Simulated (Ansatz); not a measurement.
**Fields on a plane of LaB6 (CaB6 type, space group Pm-3m)**

```
LaB6
1.0
    4.12989     0.00000     0.00000
    0.00000     4.12989     0.00000
    0.00000     0.00000     4.12989
La B
1 6
Direct
  0.00000   0.00000   0.00000
  0.19962   0.50000   0.50000
  0.80038   0.50000   0.50000
  0.50000   0.50000   0.19962
  0.50000   0.50000   0.80038
  0.50000   0.19962   0.50000
  0.50000   0.80038   0.50000
```

The slice is a {110} plane (indices of the conventional cell) through the point (0.500, 0.800, 0.500) (fractional), spanned by u = [100] and v = [011] in vectors of this cell: u (4.13 Å) and v (5.84 Å, at 90° to u). It covers one period; positions are fractions (u, v).

Atoms on it: B at (0.00, 0.70); B at (0.00, 0.00). Other atoms lie within 1 Å of the plane.

These are PBEsol (plane waves to 420 eV, PAW, scalar-relativistic; Ansatz, a first-principles code) values and carry that method's errors. k mesh 11×11×11. Inside the PAW spheres the values are not all-electron values, and peaks at nuclei hang on which shells count as valence. LaB6 is run without spin polarisation. LaB6 was relaxed with its symmetry unable to fall.

| v \ u | 0.00 | 0.14 | 0.29 | 0.43 | 0.57 | 0.71 | 0.86 |
|---|---|---|---|---|---|---|---|
| 0.90 | x | 2.2 | 5.7 | 8.1 | 8.1 | 5.7 | 2.2 |
| 0.80 | x | 2.3 | 5.7 | 8.1 | 8.1 | 5.7 | 2.3 |
| 0.70 | x | x | 8.8 | 10.2 | 10.2 | 8.8 | x |
| 0.60 | x | 3.5 | 9.5 | 8.8 | 8.8 | 9.5 | 3.5 |
| 0.50 | 8.6 | 9.0 | 6.6 | <2.0 | <2.0 | 6.6 | 9.0 |
| 0.40 | 10.1 | 8.7 | <2.0 | <2.0 | <2.0 | <2.0 | 8.7 |
| 0.30 | 10.1 | 8.7 | <2.0 | <2.0 | <2.0 | <2.0 | 8.7 |
| 0.20 | 8.6 | 9.0 | 6.6 | <2.0 | <2.0 | 6.6 | 9.0 |
| 0.10 | x | 3.6 | 9.4 | 8.8 | 8.8 | 9.4 | 3.6 |
| 0.00 | x | x | 8.8 | 10.2 | 10.2 | 8.8 | x |

Values: electrostatic potential energy of an electron, from the cell's mean, in eV. Points within 0.7 Å of a nucleus are blanked (x), as the pseudised field means little there. Values under 2 eV are set to 2. The zero, the cell's mean, hangs on the PAW cores.

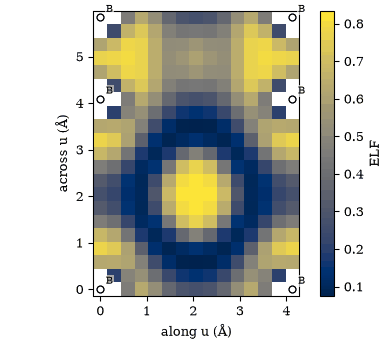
Figure. Electron localisation function (ELF), one period of the plane, atoms marked. Points within 0.3 Å of a nucleus are left white, as the pseudised field means little there.

- Density on the B–B line (1.75 Å) at its midpoint: 0.80 e/Å³
- ELF at that point: 0.77
- ELF maximum in the middle third of the B–B line: 0.77, 0.9 Å from B
